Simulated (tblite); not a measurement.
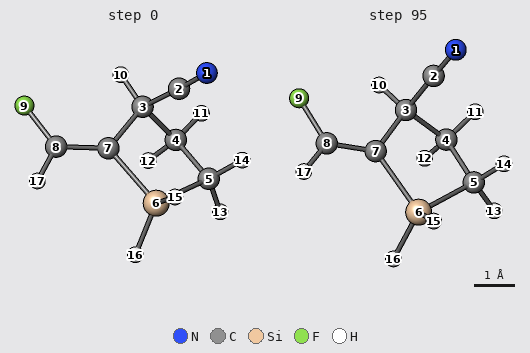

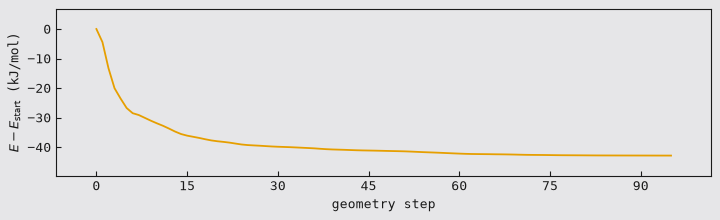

First and last geometry of a relaxation of C6H8FNSi, with the history of the run. The picture is a ball-and-stick view, seen at a tilt.

Level of theory: GFN2-xTB geometry optimisation, gas phase (tblite 0.8.0). 

**What do the curves and the structures tell?**

It converged. Over 95 geometry steps the energy falls by 42.9 kJ/mol. The atom that moves furthest after the best rigid fit is N1 (0.77 Å). By element the largest moves are N 0.77 Å, H 0.63 Å, F 0.47 Å, C 0.46 Å, Si 0.25 Å. Some distances before and after: Si6–H16 1.430 → 1.465 Å, C2–C3 1.478 → 1.445 Å, C4–H11 1.122 → 1.092 Å, C4–C5 1.506 → 1.531 Å. Among the angles between lasting bonds that change: H13–C5–H14 114.0° → 106.9°, C7–C8–H17 118.6° → 125.3°, C4–C3–C7 101.9° → 107.9°. Groups turn about C3–C7 by about 20°.
